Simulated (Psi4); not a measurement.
# CH2BFN− (SMILES N#C[BH2-]F) at B3LYP-D3(BJ)/def2-TZVP (density fitting)

Wanted: a short trajectory of CH2BFN−. The job is set up through an ASE script.

Program for the calculation: Psi4 1.11.

## Step 1: The system as given

CH2BFN−: 6 atoms, total charge -1, spin state singlet. SMILES: `N#C[BH2-]F`. Geometry: relaxed at GFN2-xTB. The run starts from this shape.

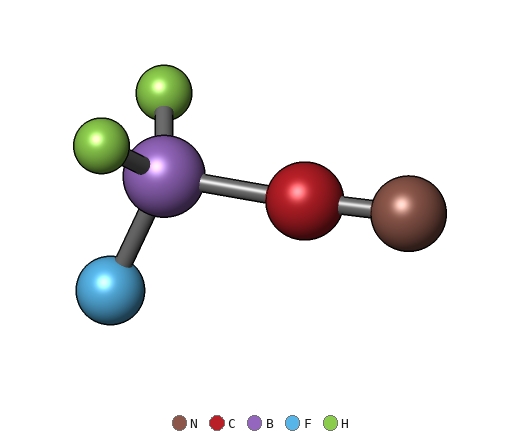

Viewed from a chosen angle; nitrogen brown, carbon red, boron purple, fluorine blue, hydrogen green.

## Step 2: A short trajectory at B3LYP-D3(BJ)/def2-TZVP (density fitting)

run_ase.py

```python
import numpy as np
from ase.calculators.psi4 import Psi4
from ase import Atoms
from ase import units
from ase.md.velocitydistribution import MaxwellBoltzmannDistribution, Stationary
from ase.md.verlet import VelocityVerlet

mol = Atoms(['N', 'C', 'B', 'F', 'H', 'H'], positions=[
    [0.722410, -1.937290, 0.820490],
    [0.334710, -0.937190, 0.389970],
    [-0.120860, 0.456860, -0.171960],
    [-1.451330, 0.359680, -0.727330],
    [0.651130, 0.794000, -1.057090],
    [-0.136070, 1.263930, 0.745910],
])
calc = Psi4(atoms=mol, method='b3lyp-d3bj', basis='def2-TZVP', memory='1600MB', num_threads=1, charge=-1, multiplicity=1, label='ch2bfn')
mol.calc = calc

MaxwellBoltzmannDistribution(mol, temperature_K=300.0, rng=np.random.default_rng(475))
Stationary(mol)
dyn = VelocityVerlet(mol, 0.25 * units.fs)
def show():
    ep, ek = mol.get_potential_energy(), mol.get_kinetic_energy()
    print(f'step {dyn.nsteps:3d}  Epot {ep:14.6f}  Ekin {ek:9.6f}  Etot {ep + ek:14.6f} eV  T {mol.get_temperature():7.1f} K')
dyn.attach(show)
dyn.run(25)
```

Started as:

```
python run_ase.py
```

Q: Predict the results. Wanted: potential energy of the last frame.

Computed results:

Level: B3LYP-D3(BJ)/def2-TZVP (density fitting).

| quantity | value |
| --- | --- |
| potential energy of the last frame | -218.96179 Eh |
